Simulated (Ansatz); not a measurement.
# H2Cl (doublet): B2PLYP, PBE-QIDH, RPA-PBE over a scan of the distance Cl1–H2 along a hydrogen transfer, cc-pVTZ, part 2 of 2

Ansatz 0.2.0, Gaussian basis; cc-pVTZ, all electrons in the functionals, frozen cores in the correlation of double hybrids and RPA.

## (9) PBE-QIDH, 1.403 Å

File in.yaml:

```yaml
crystal:
  periodic: [false, false, false]
  atoms:
    - {symbol: Cl, position_ang: [0.000000, 0.000000, -1.239000]}
    - {symbol: H, position_ang: [0.000000, 0.000000, 0.164000]}
    - {symbol: H, position_ang: [0.000000, 0.000000, 1.075000]}
basis:
  gaussian: {orbitals: cc-pVTZ}
magnetization: {spin_polarized: true, initial_magnetization: 1}
hamiltonian: {xc: {name: PBE-QIDH}}
correlation: {electrons: outside_noble_gas}
```

Launch:

```console
ansatz run in.yaml --threads 1 --pin off --events-out ev --progress --plain --max-ram 2393MiB
```

The log of the run, cut to the lines that bear on the results:

```text
Functional definition: PBE-QIDH
  name "PBE-QIDH"
  cite "Brémond, Sancho-García, Pérez-Jiménez & Adamo, J. Chem. Phys. 141, 031101 (2014) doi:10.1063/1.4890314"
  cite "Perdew, Burke & Ernzerhof, Phys. Rev. Lett. 77, 3865 (1996) doi:10.1103/PhysRevLett.77.3865"
[...]
349 factors; integrals over basis functions are off by at most 1.3e-3 eV
[...]
mean field -12544.52041488 eV, -461.0026222655 hartree, gradient 6.3e-6 eV, S^2 0.770175; 0 other end points of the search recorded, 0 dependent functions left out
5 core orbitals not correlated: weight in the atoms' cores, before any rotation towards them, 1.000 or more for the frozen orbitals, at most 0.000 for the correlated occupied ones
reference -12544.52042381 eV, -461.0026225938 hartree; 5, 4 occupied and 52, 53 virtual orbitals, 349 factors
second order -6.50806316 eV of doubles, -0.00000000 eV of singles
Total energy: -12546.68977820 eV, -461.0823448971 hartree
```

Run time: 0.78 s. Hardware: 1 thread of Arm Neoverse V2, shared host.

From the report: ⟨S²⟩ of the determinant 0.770 (pure doublet: 0.75).

From 1.279 Å: -1.5 kcal/mol.

## (10) PBE-QIDH, 1.486 Å

File in.yaml:

```yaml
crystal:
  periodic: [false, false, false]
  atoms:
    - {symbol: Cl, position_ang: [0.000000, 0.000000, -1.266667]}
    - {symbol: H, position_ang: [0.000000, 0.000000, 0.219333]}
    - {symbol: H, position_ang: [0.000000, 0.000000, 1.047333]}
basis:
  gaussian: {orbitals: cc-pVTZ}
magnetization: {spin_polarized: true, initial_magnetization: 1}
hamiltonian: {xc: {name: PBE-QIDH}}
correlation: {electrons: outside_noble_gas}
```

The command is unchanged.

The log of the run, cut to the lines that bear on the results:

```text
Functional definition: PBE-QIDH
  name "PBE-QIDH"
  cite "Brémond, Sancho-García, Pérez-Jiménez & Adamo, J. Chem. Phys. 141, 031101 (2014) doi:10.1063/1.4890314"
  cite "Perdew, Burke & Ernzerhof, Phys. Rev. Lett. 77, 3865 (1996) doi:10.1103/PhysRevLett.77.3865"
[...]
345 factors; integrals over basis functions are off by at most 1.4e-3 eV
[...]
mean field -12544.54341847 eV, -461.0034676317 hartree, gradient 6.3e-6 eV, S^2 0.771271; 0 other end points of the search recorded, 0 dependent functions left out
5 core orbitals not correlated: weight in the atoms' cores, before any rotation towards them, 1.000 or more for the frozen orbitals, at most 0.000 for the correlated occupied ones
reference -12544.54342713 eV, -461.0034679499 hartree; 5, 4 occupied and 52, 53 virtual orbitals, 345 factors
second order -6.45697559 eV of doubles, -0.00000000 eV of singles
Total energy: -12546.69575232 eV, -461.0825644420 hartree
```

It took 0.96 s on 1 thread of Arm Neoverse V2, shared host.

From the report: ⟨S²⟩ of the determinant 0.771 (pure doublet: 0.75).

From 1.279 Å: -1.7 kcal/mol.

## (11) PBE-QIDH, 1.569 Å

File in.yaml:

```yaml
crystal:
  periodic: [false, false, false]
  atoms:
    - {symbol: Cl, position_ang: [0.000000, 0.000000, -1.294333]}
    - {symbol: H, position_ang: [0.000000, 0.000000, 0.274667]}
    - {symbol: H, position_ang: [0.000000, 0.000000, 1.019667]}
basis:
  gaussian: {orbitals: cc-pVTZ}
magnetization: {spin_polarized: true, initial_magnetization: 1}
hamiltonian: {xc: {name: PBE-QIDH}}
correlation: {electrons: outside_noble_gas}
```

The command is unchanged.

The log of the run, cut to the lines that bear on the results:

```text
Functional definition: PBE-QIDH
  name "PBE-QIDH"
  cite "Brémond, Sancho-García, Pérez-Jiménez & Adamo, J. Chem. Phys. 141, 031101 (2014) doi:10.1063/1.4890314"
  cite "Perdew, Burke & Ernzerhof, Phys. Rev. Lett. 77, 3865 (1996) doi:10.1103/PhysRevLett.77.3865"
[...]
343 factors; integrals over basis functions are off by at most 2.0e-3 eV
[...]
mean field -12544.53976465 eV, -461.0033333564 hartree, gradient 5.7e-6 eV, S^2 0.766988; 2 other end points of the search recorded, 0 dependent functions left out
5 core orbitals not correlated: weight in the atoms' cores, before any rotation towards them, 1.000 or more for the frozen orbitals, at most 0.000 for the correlated occupied ones
reference -12544.53977288 eV, -461.0033336588 hartree; 5, 4 occupied and 52, 53 virtual orbitals, 343 factors
second order -6.35772677 eV of doubles, -0.00000000 eV of singles
Total energy: -12546.65901514 eV, -461.0812143753 hartree
```

It took 1.1 s on 1 thread of Arm Neoverse V2, shared host.

From the report: ⟨S²⟩ of the determinant 0.767 (pure doublet: 0.75).

From 1.279 Å: -0.8 kcal/mol.

## (12) RPA-PBE, 1.279 Å

File in.yaml:

```yaml
crystal:
  periodic: [false, false, false]
  atoms:
    - {symbol: Cl, position_ang: [0.000000, 0.000000, -1.197600]}
    - {symbol: H, position_ang: [0.000000, 0.000000, 0.081200]}
    - {symbol: H, position_ang: [0.000000, 0.000000, 1.116400]}
basis:
  gaussian: {orbitals: cc-pVTZ}
magnetization: {spin_polarized: true, initial_magnetization: 1}
hamiltonian: {xc: {name: PBE}}
correlation: {method: rpa, electrons: outside_noble_gas}
```

The command is unchanged.

The log of the run, cut to the lines that bear on the results:

```text
Functional definition: PBE
  name "PBE"
  cite "Perdew, Burke & Ernzerhof, Phys. Rev. Lett. 77, 3865 (1996) doi:10.1103/PhysRevLett.77.3865"
  parent pbe
[...]
349 factors; integrals over basis functions are off by at most 1.3e-3 eV
[...]
mean field -12547.90310913 eV, -461.1269339865 hartree, gradient 1.1e-6 eV, S^2 0.752943; 0 other end points of the search recorded, 0 dependent functions left out
5 core orbitals not correlated: weight in the atoms' cores, before any rotation towards them, 1.000 or more for the frozen orbitals, at most 0.000 for the correlated occupied ones
reference -12532.71778515 eV, -460.5688836230 hartree; 5, 4 occupied and 52, 53 virtual orbitals, 349 factors
Total energy: -12542.93498608 eV, -460.9443588318 hartree
```

Run time: 0.75 s. Hardware: 1 thread of Arm Neoverse V2, shared host.

From the report: ⟨S²⟩ of the determinant 0.753 (pure doublet: 0.75).

## (13) RPA-PBE, 1.320 Å

File in.yaml:

```yaml
crystal:
  periodic: [false, false, false]
  atoms:
    - {symbol: Cl, position_ang: [0.000000, 0.000000, -1.211333]}
    - {symbol: H, position_ang: [0.000000, 0.000000, 0.108667]}
    - {symbol: H, position_ang: [0.000000, 0.000000, 1.102667]}
basis:
  gaussian: {orbitals: cc-pVTZ}
magnetization: {spin_polarized: true, initial_magnetization: 1}
hamiltonian: {xc: {name: PBE}}
correlation: {method: rpa, electrons: outside_noble_gas}
```

Launched as before.

The log of the run, cut to the lines that bear on the results:

```text
Functional definition: PBE
  name "PBE"
  cite "Perdew, Burke & Ernzerhof, Phys. Rev. Lett. 77, 3865 (1996) doi:10.1103/PhysRevLett.77.3865"
  parent pbe
[...]
347 factors; integrals over basis functions are off by at most 1.4e-3 eV
[...]
mean field -12547.98131821 eV, -461.1298081172 hartree, gradient 1.1e-6 eV, S^2 0.753447; 0 other end points of the search recorded, 0 dependent functions left out
5 core orbitals not correlated: weight in the atoms' cores, before any rotation towards them, 1.000 or more for the frozen orbitals, at most 0.000 for the correlated occupied ones
reference -12532.72165974 eV, -460.5690260115 hartree; 5, 4 occupied and 52, 53 virtual orbitals, 347 factors
Total energy: -12542.99527482 eV, -460.9465744022 hartree
```

Run time: 0.75 s. Hardware: 1 thread of Arm Neoverse V2, shared host.

From the report: ⟨S²⟩ of the determinant 0.753 (pure doublet: 0.75).

From 1.279 Å: -1.4 kcal/mol.

## (14) RPA-PBE, 1.403 Å

File in.yaml:

```yaml
crystal:
  periodic: [false, false, false]
  atoms:
    - {symbol: Cl, position_ang: [0.000000, 0.000000, -1.239000]}
    - {symbol: H, position_ang: [0.000000, 0.000000, 0.164000]}
    - {symbol: H, position_ang: [0.000000, 0.000000, 1.075000]}
basis:
  gaussian: {orbitals: cc-pVTZ}
magnetization: {spin_polarized: true, initial_magnetization: 1}
hamiltonian: {xc: {name: PBE}}
correlation: {method: rpa, electrons: outside_noble_gas}
```

Launched as before.

The log of the run, cut to the lines that bear on the results:

```text
Functional definition: PBE
  name "PBE"
  cite "Perdew, Burke & Ernzerhof, Phys. Rev. Lett. 77, 3865 (1996) doi:10.1103/PhysRevLett.77.3865"
  parent pbe
[...]
349 factors; integrals over basis functions are off by at most 1.3e-3 eV
[...]
mean field -12548.06857320 eV, -461.1330146788 hartree, gradient 1.3e-6 eV, S^2 0.754172; 2 other end points of the search recorded, 0 dependent functions left out
5 core orbitals not correlated: weight in the atoms' cores, before any rotation towards them, 1.000 or more for the frozen orbitals, at most 0.000 for the correlated occupied ones
reference -12532.71270839 eV, -460.5686970556 hartree; 5, 4 occupied and 52, 53 virtual orbitals, 349 factors
Total energy: -12543.07681895 eV, -460.9495710935 hartree
```

Run time: 1.2 s. Hardware: 1 thread of Arm Neoverse V2, shared host.

From the report: ⟨S²⟩ of the determinant 0.754 (pure doublet: 0.75).

From 1.279 Å: -3.3 kcal/mol.

## (15) RPA-PBE, 1.486 Å

File in.yaml:

```yaml
crystal:
  periodic: [false, false, false]
  atoms:
    - {symbol: Cl, position_ang: [0.000000, 0.000000, -1.266667]}
    - {symbol: H, position_ang: [0.000000, 0.000000, 0.219333]}
    - {symbol: H, position_ang: [0.000000, 0.000000, 1.047333]}
basis:
  gaussian: {orbitals: cc-pVTZ}
magnetization: {spin_polarized: true, initial_magnetization: 1}
hamiltonian: {xc: {name: PBE}}
correlation: {method: rpa, electrons: outside_noble_gas}
```

The command is unchanged.

The log of the run, cut to the lines that bear on the results:

```text
Functional definition: PBE
  name "PBE"
  cite "Perdew, Burke & Ernzerhof, Phys. Rev. Lett. 77, 3865 (1996) doi:10.1103/PhysRevLett.77.3865"
  parent pbe
[...]
345 factors; integrals over basis functions are off by at most 1.4e-3 eV
[...]
mean field -12548.08986234 eV, -461.1337970403 hartree, gradient 1.6e-6 eV, S^2 0.754191; 5 other end points of the search recorded, 0 dependent functions left out
5 core orbitals not correlated: weight in the atoms' cores, before any rotation towards them, 1.000 or more for the frozen orbitals, at most 0.000 for the correlated occupied ones
reference -12532.73653345 eV, -460.5695726105 hartree; 5, 4 occupied and 52, 53 virtual orbitals, 345 factors
Total energy: -12543.13564457 eV, -460.9517328951 hartree
```

It took 1.9 s on 1 thread of Arm Neoverse V2, shared host.

From the report: ⟨S²⟩ of the determinant 0.754 (pure doublet: 0.75).

From 1.279 Å: -4.6 kcal/mol.

## (16) RPA-PBE, 1.569 Å

File in.yaml:

```yaml
crystal:
  periodic: [false, false, false]
  atoms:
    - {symbol: Cl, position_ang: [0.000000, 0.000000, -1.294333]}
    - {symbol: H, position_ang: [0.000000, 0.000000, 0.274667]}
    - {symbol: H, position_ang: [0.000000, 0.000000, 1.019667]}
basis:
  gaussian: {orbitals: cc-pVTZ}
magnetization: {spin_polarized: true, initial_magnetization: 1}
hamiltonian: {xc: {name: PBE}}
correlation: {method: rpa, electrons: outside_noble_gas}
```

Launched as before.

The log of the run, cut to the lines that bear on the results:

```text
Functional definition: PBE
  name "PBE"
  cite "Perdew, Burke & Ernzerhof, Phys. Rev. Lett. 77, 3865 (1996) doi:10.1103/PhysRevLett.77.3865"
  parent pbe
[...]
343 factors; integrals over basis functions are off by at most 2.0e-3 eV
[...]
mean field -12548.01807134 eV, -461.1311587695 hartree, gradient 2.3e-6 eV, S^2 0.753657; 5 other end points of the search recorded, 0 dependent functions left out
5 core orbitals not correlated: weight in the atoms' cores, before any rotation towards them, 1.000 or more for the frozen orbitals, at most 0.000 for the correlated occupied ones
reference -12532.76447851 eV, -460.5705995724 hartree; 5, 4 occupied and 52, 53 virtual orbitals, 343 factors
Total energy: -12543.13619781 eV, -460.9517532266 hartree
```

Run time: 1.8 s. Hardware: 1 thread of Arm Neoverse V2, shared host.

From the report: ⟨S²⟩ of the determinant 0.754 (pure doublet: 0.75).

From 1.279 Å: -4.6 kcal/mol.

## (17) The comparison

The yardstick is UCCSDT(Q), where the cluster series has nearly closed. It comes from earlier runs at the same points. Energies in kcal/mol, counted from 1.279 Å; blanks weren't run or aren't comparable.

```tsv
level	1.279 Å	1.320 Å	1.403 Å	1.486 Å	1.569 Å
UCCSDT(Q)	0.0	-1.0	-2.1	-2.8	-2.5
B2PLYP	0.0	-1.3	-2.8	-3.6	-3.0
PBE-QIDH	0.0	-0.9	-1.5	-1.7	-0.8
RPA-PBE	0.0	-1.4	-3.3	-4.6	-4.6
```

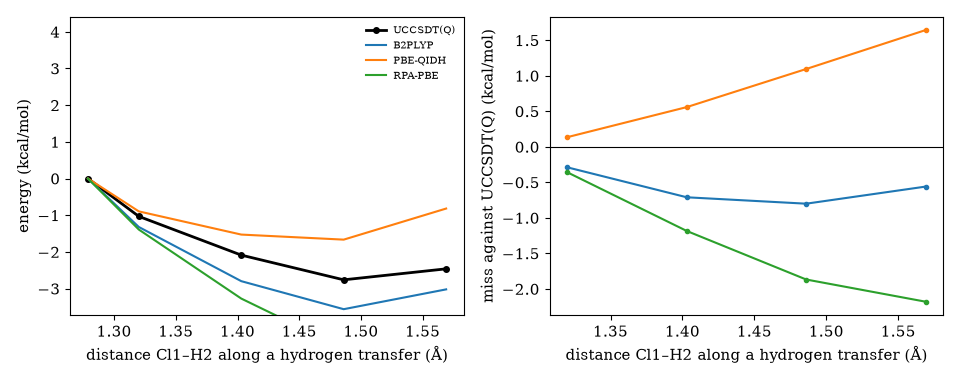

Left: the curves (the axis may cut off levels that run far away). Right: misses against UCCSDT(Q), in the same colours.

Largest miss and mean time a point (UCCSDT(Q) took 46 s a point; shared hosts):

```tsv
level	largest miss (kcal/mol)	where	time a point
B2PLYP	-0.8	1.486 Å	0.95 s
PBE-QIDH	+1.6	1.569 Å	0.89 s
RPA-PBE	-2.2	1.569 Å	1.3 s
```

## (18) Summary of results

The summary covers parts 1 to 2.

| quantity | value |
| --- | --- |
| span of the UCCSDT(Q) curve | 2.8 kcal/mol |
| largest miss, B2PLYP | -0.8 kcal/mol (1.486 Å) |
| largest miss, PBE-QIDH | +1.6 kcal/mol (1.569 Å) |
| largest miss, RPA-PBE | -2.2 kcal/mol (1.569 Å) |

Of the functionals, B2PLYP keep the smallest largest miss at the points compared (at most 0.8 kcal/mol) and RPA-PBE strays most (2.2 kcal/mol, at 1.569 Å). Functionals and the yardstick converge differently with the basis, so part of each miss in cc-pVTZ is the basis.
